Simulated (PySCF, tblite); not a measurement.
# C₆H₈O₂Si: a rotation path, then NMR shifts on frames

How do NMR shifts of C₆H₈O₂Si (`Oc1ccccc1O[SiH3]`) change as the atoms move?

Computed with tblite 0.8.0 and PySCF 2.14.0, with density-fitted response routines of our own, on a single molecule in the gas phase. Atoms are numbered from 0 throughout.

## (1) The starting structure

17 atoms, charge 0, multiplicity 1; geometry from: GFN2-xTB.

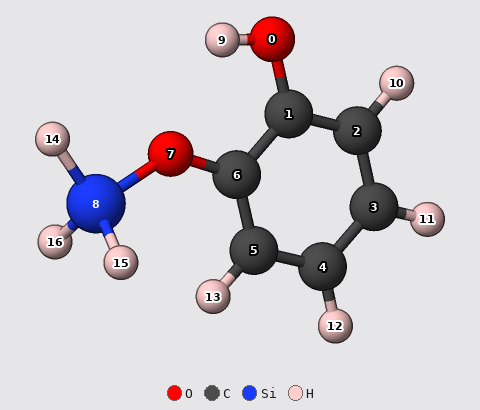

The starting geometry (oxygen red, carbon dark grey, silicon blue, hydrogen pink), atoms numbered.

## (2) A band between two rotamers with GFN2-xTB

What the job is given:

```
{"job": {"kind": "neb", "xc": "GFN2-xTB", "basis": "xTB", "atoms": [5, 6, 7, 8], "turn": 180}, "charge": 0, "multiplicity": 1}
O     -0.095184     2.536017     0.068547
C     -0.609259     1.288181    -0.078273
C     -1.956756     1.115343    -0.354304
C     -2.476762    -0.158673    -0.501969
C     -1.656783    -1.265409    -0.376333
C     -0.308720    -1.103314    -0.101526
C      0.221163     0.164693     0.048432
O      1.532315     0.410635     0.319298
Si     2.817255    -0.563258     0.544586
H      0.850547     2.443790     0.256076
H     -2.578118     1.991277    -0.448840
H     -3.527089    -0.284290    -0.716018
H     -2.061174    -2.259437    -0.490906
H      0.344035    -1.956988    -0.000919
H      3.816591     0.467756     0.779581
H      3.075687    -1.368218    -0.649550
H      2.605253    -1.446078     1.692207
```

Method: GFN2-xTB climbing-image nudged elastic band, gas phase.

On the command line:

```
$ OMP_NUM_THREADS=1 python probes_run.py task.json out
```

One launch serves the whole session: the jobs run in the order shown.

Log:

```text
image   E - E0 / eV
  0      -0.0000
  1       0.0136
  2       0.0373
  3       0.0559
  4       0.0738
  5       0.1041
  6       0.1263
  7       0.1316
  8       0.1327
```

It took 3.9 s on 1 thread of Arm Neoverse V2, shared host; peak memory 0.19 GiB.

The final band, with the dihedral C5–C6–O7–Si8:

```tsv
image	dihedral (°)	energy (eV)	energy (kcal/mol)
0	0	0.000	0.0
1	22	0.014	0.3
2	44	0.037	0.9
3	68	0.056	1.3
4	91	0.074	1.7
5	111	0.104	2.4
6	126	0.126	2.9
7	145	0.132	3.0
8	180	0.133	3.1
```

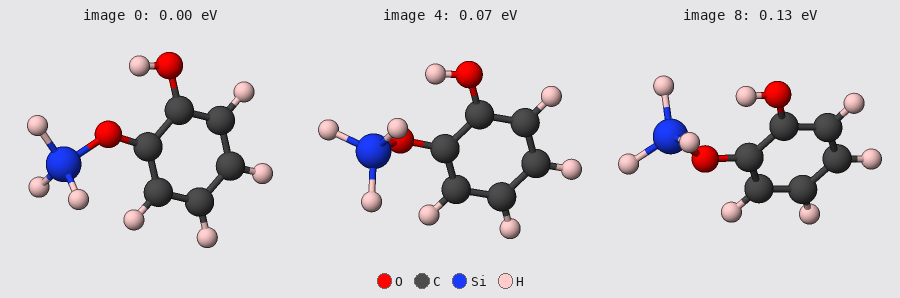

Images along the band.

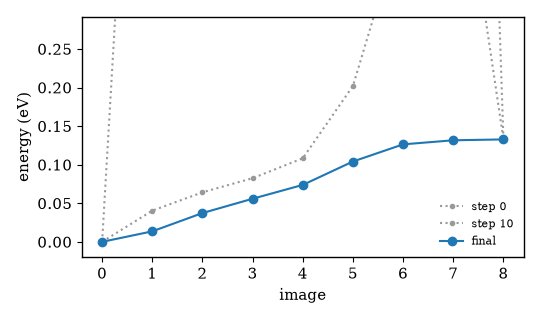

Energy along the band, early and final.

## (3) NMR shieldings: image 0, PBE0/pcSseg-1

What the job is given:

```
{"job": {"kind": "nmr", "xc": "PBE0", "basis": "pcSseg-1", "pop": false}, "charge": 0, "multiplicity": 1}
O     -0.095200     2.536000     0.068500
C     -0.609300     1.288200    -0.078300
C     -1.956800     1.115300    -0.354300
C     -2.476800    -0.158700    -0.502000
C     -1.656800    -1.265400    -0.376300
C     -0.308700    -1.103300    -0.101500
C      0.221200     0.164700     0.048400
O      1.532300     0.410600     0.319300
Si     2.817300    -0.563300     0.544600
H      0.850500     2.443800     0.256100
H     -2.578100     1.991300    -0.448800
H     -3.527100    -0.284300    -0.716000
H     -2.061200    -2.259400    -0.490900
H      0.344000    -1.957000    -0.000900
H      3.816600     0.467800     0.779600
H      3.075700    -1.368200    -0.649600
H      2.605300    -1.446100     1.692200
```

With the program's defaults for keys left out, this is: GIAO PBE0/pcSseg-1 NMR shielding, non-relativistic, gas phase.

Log:

```text
coarse grid: 15272 points
cycle   1  E = -672.6095346355  dE =  1.674e+00  |g| = 8.013e-01  |ddm| = 4.122e+00
cycle   2  E = -672.5021111536  dE =  1.074e-01  |g| = 1.122e+00  |ddm| = 1.659e+00
cycle   3  E = -672.7254395648  dE = -2.233e-01  |g| = 1.168e-01  |ddm| = 1.063e+00
cycle   4  E = -672.7281461611  dE = -2.707e-03  |g| = 3.728e-02  |ddm| = 1.314e-01
cycle   5  E = -672.7284648093  dE = -3.186e-04  |g| = 1.034e-02  |ddm| = 4.311e-02
cycle   6  E = -672.7284850266  dE = -2.022e-05  |g| = 5.094e-03  |ddm| = 1.428e-02
cycle   7  E = -672.7284918910  dE = -6.864e-06  |g| = 8.176e-04  |ddm| = 5.733e-03
final grid: 144568 points
cycle   8  E = -672.8008616487  dE = -2.544e-05  |g| = 1.120e-02  |ddm| = 3.974e-02
cycle   9  E = -672.8008291185  dE =  3.253e-05  |g| = 1.737e-02  |ddm| = 2.293e-02
cycle  10  E = -672.8008854464  dE = -5.633e-05  |g| = 1.172e-03  |ddm| = 1.464e-02
cycle  11  E = -672.8008857517  dE = -3.053e-07  |g| = 3.605e-04  |ddm| = 1.589e-03
cycle  12  E = -672.8008857781  dE = -2.645e-08  |g| = 1.447e-04  |ddm| = 4.398e-04
cycle  13  E = -672.8008857835  dE = -5.390e-09  |g| = 2.594e-05  |ddm| = 1.580e-04
cycle  14  E = -672.8008857837  dE = -1.669e-10  |g| = 5.503e-06  |ddm| = 3.234e-05
converged SCF energy = -672.8008857837

GIAO shielding tensors (ppm)
atom      isotropic    diamagn.    paramagn.     s11        s22        s33       span
  0 O      232.407     388.794    -156.387    177.136    224.690    295.395    118.259
  1 C       31.861     253.987    -222.125    -40.267     12.936    122.915    163.182
  2 C       66.553     253.211    -186.657    -19.408     51.260    167.809    187.217
  3 C       58.446     254.465    -196.019    -48.336     46.918    176.756    225.092
  4 C       63.527     253.487    -189.960    -38.624     53.016    176.190    214.814
  5 C       68.973     259.226    -190.253    -19.581     57.901    168.599    188.180
  6 C       38.893     254.906    -216.014    -32.444     33.402    115.720    148.164
  7 O      268.979     400.861    -131.882    190.971    270.212    345.754    154.784
  8 Si     389.166     880.332    -491.166    351.904    352.848    462.747    110.843
  9 H       26.034      33.977      -7.943     14.833     27.919     35.349     20.516
 10 H       24.428      29.609      -5.181     20.626     24.865     27.792      7.166
 11 H       24.455      29.636      -5.181     21.048     25.628     26.688      5.640
 12 H       24.719      30.683      -5.964     21.089     25.901     27.167      6.079
 13 H       24.843      33.981      -9.138     20.800     24.682     29.046      8.245
 14 H       26.618      29.211      -2.593     22.267     25.694     31.893      9.625
 15 H       26.477      29.584      -3.107     23.470     24.497     31.464      7.994
 16 H       26.477      29.584      -3.107     23.473     24.495     31.463      7.989
```

Wall time 36 s (1 thread of Arm Neoverse V2, shared host); peak memory 0.89 GiB.

The references, computed at this level on geometries of the same kind, shield at (ppm): 1H TMS 31.72, 13C TMS 186.9, 29Si TMS 349.2, 17O H2O 336.1. Their shielding less the atom's gives the shift. The references are single molecules in the gas phase, so shifts against H2O, NH3, PH3, H3PO4 or CFCl3 are not on the usual liquid scales and can be off by tens of ppm. Each atom is listed at this fixed geometry, with no averaging over motion; a spectrum would average atoms that exchange fast.

```tsv
atoms	environment	σ (ppm)	δ (ppm)
C1	aromatic carbon bearing oxygen	31.9	155.1
C6	aromatic carbon bearing oxygen	38.9	148.0
C3	aromatic CH	58.4	128.5
C4	aromatic CH	63.5	123.4
C2	aromatic CH	66.6	120.4
C5	aromatic CH	69.0	118.0
H10	hydrogen on an aromatic CH	24.43	7.29
H11	hydrogen on an aromatic CH	24.45	7.26
H12	hydrogen on an aromatic CH	24.72	7.00
H13	hydrogen on an aromatic CH	24.84	6.87
H9	hydrogen on a phenol-type oxygen	26.03	5.68
H15	hydrogen on a silicon bonded to O	26.48	5.24
H16	hydrogen on a silicon bonded to O	26.48	5.24
H14	hydrogen on a silicon bonded to O	26.62	5.10
O0	phenol-type oxygen	232.4	103.7
O7	oxygen bonded to C, Si	269.0	67.1
Si8	silicon bonded to O, 3 H	389.2	-40.0
```

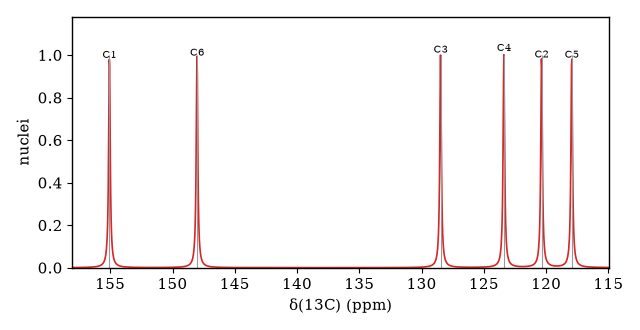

13C lines at the computed shifts, without couplings. Lines are broadened to a width of 0.15 ppm (Lorentzian).

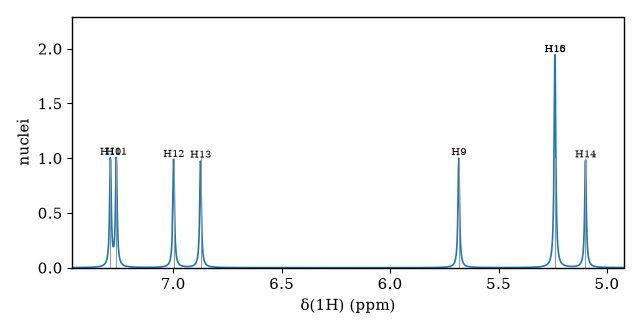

1H lines at the computed shifts, without couplings. Lines are broadened to a width of 0.01 ppm (Lorentzian).

Ring of atoms C1, C2, C3, C4, C5, C6: NICS(0) -10.4, NICS(1) -11.0, NICS(1)zz -26.1 ppm (means of both faces).

Orbitals, density, ELF and potential are computed afterwards from the orbital file.

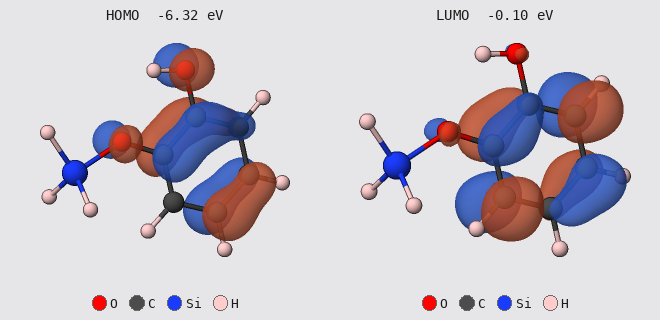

PBE0/pcSseg-1 orbitals near the gap, drawn at the value that encloses 70 % of each; the two colours are the two signs.

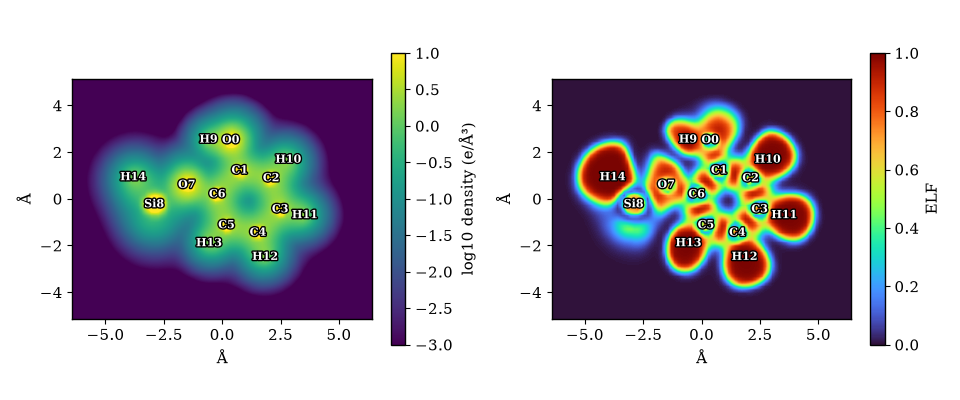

Density (left) and ELF (right) in a plane through or near 15 of the atoms.

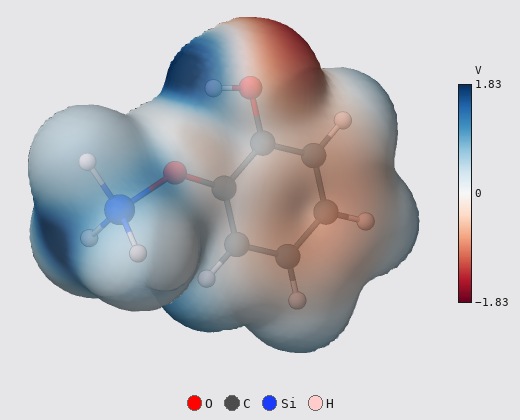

The potential that a unit positive charge feels on the 0.002 e/bohr³ surface, from the 1st to the 99th percentile, from -1.26 V near O0 to 1.83 V near H9.

## (4) Shielding tensors: image 4, PBE0/pcSseg-1

What the job is given:

```
{"job": {"kind": "nmr", "xc": "PBE0", "basis": "pcSseg-1", "pop": false}, "charge": 0, "multiplicity": 1}
O      0.273500     2.226300    -0.278400
C     -0.439400     1.073800    -0.187500
C     -1.722200     1.009200    -0.711700
C     -2.452100    -0.162100    -0.618700
C     -1.909900    -1.276500    -0.003200
C     -0.627400    -1.225500     0.516100
C      0.108900    -0.058200     0.427600
O      1.367100     0.033600     0.952200
Si     2.838500    -0.244600     0.317300
H      1.105200     2.108400     0.201500
H     -2.125500     1.887500    -1.189200
H     -3.449100    -0.201100    -1.029400
H     -2.481000    -2.189100     0.071300
H     -0.183000    -2.085300     0.994400
H      3.639000     0.112300     1.477500
H      3.072100     0.635800    -0.832500
H      2.978400    -1.632400    -0.117400
```

Level: GIAO PBE0/pcSseg-1 NMR shielding, non-relativistic, gas phase.

Log:

```text
coarse grid: 15272 points
cycle   1  E = -672.6028277292  dE =  1.674e+00  |g| = 8.120e-01  |ddm| = 4.123e+00
cycle   2  E = -672.4903023521  dE =  1.125e-01  |g| = 1.142e+00  |ddm| = 1.548e+00
cycle   3  E = -672.7218667541  dE = -2.316e-01  |g| = 1.154e-01  |ddm| = 9.759e-01
cycle   4  E = -672.7244848434  dE = -2.618e-03  |g| = 3.660e-02  |ddm| = 1.327e-01
cycle   5  E = -672.7247935346  dE = -3.087e-04  |g| = 7.944e-03  |ddm| = 4.295e-02
cycle   6  E = -672.7248030962  dE = -9.562e-06  |g| = 4.098e-03  |ddm| = 9.197e-03
cycle   7  E = -672.7248065520  dE = -3.456e-06  |g| = 6.450e-04  |ddm| = 4.029e-03
final grid: 144568 points
cycle   8  E = -672.7965378730  dE = -2.521e-05  |g| = 1.175e-02  |ddm| = 4.470e-02
cycle   9  E = -672.7965032027  dE =  3.467e-05  |g| = 1.808e-02  |ddm| = 2.358e-02
cycle  10  E = -672.7965640775  dE = -6.087e-05  |g| = 1.142e-03  |ddm| = 1.475e-02
cycle  11  E = -672.7965643638  dE = -2.863e-07  |g| = 3.297e-04  |ddm| = 1.469e-03
cycle  12  E = -672.7965643850  dE = -2.126e-08  |g| = 1.447e-04  |ddm| = 4.220e-04
cycle  13  E = -672.7965643906  dE = -5.527e-09  |g| = 2.575e-05  |ddm| = 1.591e-04
cycle  14  E = -672.7965643907  dE = -1.587e-10  |g| = 5.601e-06  |ddm| = 3.093e-05
converged SCF energy = -672.7965643907

GIAO shielding tensors (ppm)
atom      isotropic    diamagn.    paramagn.     s11        s22        s33       span
  0 O      232.530     389.287    -156.757    180.499    227.346    289.745    109.246
  1 C       31.829     252.887    -221.058    -41.203     13.806    122.885    164.087
  2 C       66.369     253.136    -186.767    -19.993     51.337    167.762    187.755
  3 C       57.288     254.291    -197.003    -49.011     44.275    176.601    225.612
  4 C       62.279     254.309    -192.030    -40.463     51.301    176.000    216.464
  5 C       62.128     253.601    -191.473    -28.284     50.112    164.557    192.841
  6 C       39.842     256.211    -216.369    -32.795     39.477    112.843    145.638
  7 O      275.950     401.060    -125.111    225.513    259.347    342.990    117.478
  8 Si     383.904     881.246    -497.342    339.226    351.133    461.351    122.125
  9 H       26.536      33.930      -7.394     16.348     27.627     35.634     19.286
 10 H       24.428      29.922      -5.493     20.659     24.745     27.881      7.222
 11 H       24.432      29.636      -5.204     21.088     25.545     26.662      5.574
 12 H       24.667      30.289      -5.622     21.163     25.889     26.949      5.786
 13 H       24.465      32.350      -7.885     20.820     24.105     28.470      7.651
 14 H       26.530      29.499      -2.969     23.422     24.319     31.849      8.426
 15 H       26.586      30.138      -3.552     22.223     26.221     31.315      9.092
 16 H       26.664      29.864      -3.201     22.861     25.429     31.700      8.839
```

Run time: 27 s. Hardware: 1 thread of Arm Neoverse V2, shared host; peak memory 0.91 GiB.

In short: δ C1 155.1, C6 147.1, C3 129.6, C5 124.8, H10 7.29, H11 7.29 ppm.

## (5) NMR shieldings: image 8, PBE0/pcSseg-1

What the job is given:

```
{"job": {"kind": "nmr", "xc": "PBE0", "basis": "pcSseg-1", "pop": false}, "charge": 0, "multiplicity": 1}
O      0.512300     1.728600    -1.012900
C     -0.313500     0.752900    -0.549000
C     -1.661600     0.846100    -0.879000
C     -2.568600    -0.101800    -0.448200
C     -2.138300    -1.166100     0.324800
C     -0.802200    -1.272000     0.659800
C      0.121300    -0.324800     0.232600
O      1.411500    -0.506800     0.607300
Si     2.907300     0.093300     0.520800
H      1.419900     1.575500    -0.728400
H     -1.970300     1.685200    -1.482200
H     -3.609300    -0.007500    -0.716800
H     -2.837300    -1.912700     0.667900
H     -0.441900    -2.092400     1.261300
H      3.625800    -0.895900     1.303500
H      2.970500     1.441700     1.101100
H      3.367400     0.168900    -0.872500
```

Level: GIAO PBE0/pcSseg-1 NMR shielding, non-relativistic, gas phase.

Log:

```text
coarse grid: 15272 points
cycle   1  E = -672.5888895413  dE =  1.707e+00  |g| = 8.260e-01  |ddm| = 4.135e+00
cycle   2  E = -672.4653090192  dE =  1.236e-01  |g| = 1.173e+00  |ddm| = 1.639e+00
cycle   3  E = -672.7130698722  dE = -2.478e-01  |g| = 1.141e-01  |ddm| = 1.021e+00
cycle   4  E = -672.7155226521  dE = -2.453e-03  |g| = 4.081e-02  |ddm| = 1.300e-01
cycle   5  E = -672.7158830201  dE = -3.604e-04  |g| = 1.222e-02  |ddm| = 4.759e-02
cycle   6  E = -672.7159113520  dE = -2.833e-05  |g| = 4.864e-03  |ddm| = 1.515e-02
cycle   7  E = -672.7159168632  dE = -5.511e-06  |g| = 8.561e-04  |ddm| = 5.209e-03
final grid: 144568 points
cycle   8  E = -672.7881838691  dE = -2.312e-05  |g| = 1.170e-02  |ddm| = 4.222e-02
cycle   9  E = -672.7881488503  dE =  3.502e-05  |g| = 1.806e-02  |ddm| = 2.240e-02
cycle  10  E = -672.7882098455  dE = -6.100e-05  |g| = 1.143e-03  |ddm| = 1.406e-02
cycle  11  E = -672.7882101407  dE = -2.953e-07  |g| = 3.356e-04  |ddm| = 1.504e-03
cycle  12  E = -672.7882101634  dE = -2.262e-08  |g| = 1.438e-04  |ddm| = 4.204e-04
cycle  13  E = -672.7882101688  dE = -5.455e-09  |g| = 2.594e-05  |ddm| = 1.566e-04
cycle  14  E = -672.7882101690  dE = -1.621e-10  |g| = 6.225e-06  |ddm| = 3.236e-05
converged SCF energy = -672.7882101690

GIAO shielding tensors (ppm)
atom      isotropic    diamagn.    paramagn.     s11        s22        s33       span
  0 O      239.722     388.518    -148.797    193.186    250.653    275.326     82.140
  1 C       34.755     252.960    -218.205    -31.806     17.215    118.857    150.663
  2 C       64.827     253.268    -188.441    -22.626     51.790    165.318    187.944
  3 C       58.779     253.999    -195.219    -45.779     45.797    176.320    222.100
  4 C       61.122     253.931    -192.809    -42.705     50.525    175.544    218.250
  5 C       59.396     254.040    -194.645    -31.230     49.108    160.310    191.540
  6 C       41.833     253.128    -211.296    -28.873     41.566    112.805    141.677
  7 O      269.957     400.268    -130.311    178.910    270.019    360.941    182.032
  8 Si     393.817     880.830    -487.013    342.476    366.062    472.913    130.437
  9 H       27.393      34.953      -7.560     16.890     27.163     38.125     21.234
 10 H       24.477      30.283      -5.805     20.802     24.577     28.053      7.250
 11 H       24.544      29.483      -4.939     21.228     25.712     26.692      5.464
 12 H       24.662      30.010      -5.349     21.276     25.806     26.903      5.627
 13 H       24.462      32.042      -7.580     20.643     24.159     28.585      7.941
 14 H       26.367      29.043      -2.676     21.982     25.219     31.901      9.919
 15 H       26.134      29.754      -3.620     22.820     24.665     30.918      8.098
 16 H       26.133      29.747      -3.614     22.819     24.661     30.920      8.101
```

Wall time 27 s (1 thread of Arm Neoverse V2, shared host); peak memory 0.91 GiB.

Key values: δ C1 152.2, C6 145.1, C3 128.1, C5 127.5, H13 7.25, H10 7.24 ppm.

## (6) Run by run: NMR shifts

Shifts (ppm) of some atoms, chosen among heavy atoms and hydrogens apart, with basis size and wall time:

```tsv
frame	C6	C5	H9	H16	O0	O7	Si8	functions	time
image 0	148.0	118.0	5.68	5.24	103.7	67.1	-40.0	200	36 s
image 4	147.1	124.8	5.18	5.05	103.5	60.1	-34.7	200	27 s
image 8	145.1	127.5	4.32	5.58	96.4	66.1	-44.7	200	27 s
```

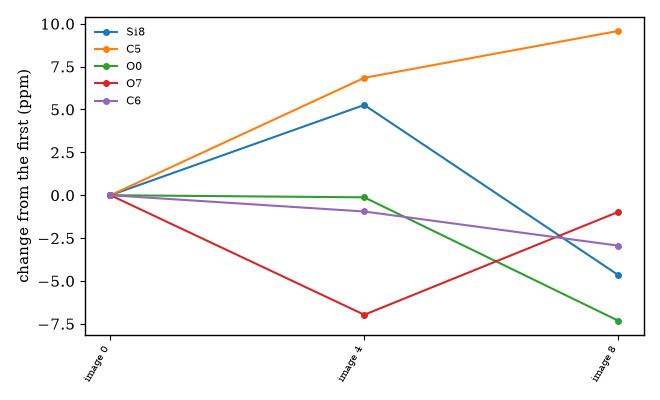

How five of the tabulated atoms move from run to run.

## (7) Outcome

```
                                        quantity                                               value
                                         barrier                  0.133 eV (3.1 kcal/mol) at image 8
                           end to end (GFN2-xTB)                                            0.133 eV
 13C shifts against TMS (PBE0/pcSseg-1, image 0)        155.1, 148.0, 128.5, 123.4, 120.4, 118.0 ppm
  1H shifts against TMS (PBE0/pcSseg-1, image 0)  7.29, 7.26, 7.00, 6.87, 5.68, 5.24, 5.24, 5.10 ppm
 17O shifts against H2O (PBE0/pcSseg-1, image 0)                                     103.7, 67.1 ppm
29Si shifts against TMS (PBE0/pcSseg-1, image 0)                                           -40.0 ppm
           surface potential, 1st and 99th percentile                                  -1.26 V and 1.83 V
                       range of the shift of Si8                                  -44.7 to -34.7 ppm
```

In words: Along the band the dihedral turns by 180°, and the top (dihedral 180°) lies 3.1 kcal/mol above the start (GFN2-xTB, rough), so at room temperature this motion is fast. The top is the band's fixed end, so this is the step from end to end, not a climb to a saddle. Shifts at one fixed geometry are not the observed spectrum, which averages over the motion. NICS(1)zz of -26 ppm above the planar ring from C1 marks a diatropic (aromatic) ring current. Across the 3 runs the shift of Si8 moves most, between -44.7 (image 8) and -34.7 ppm (image 4).
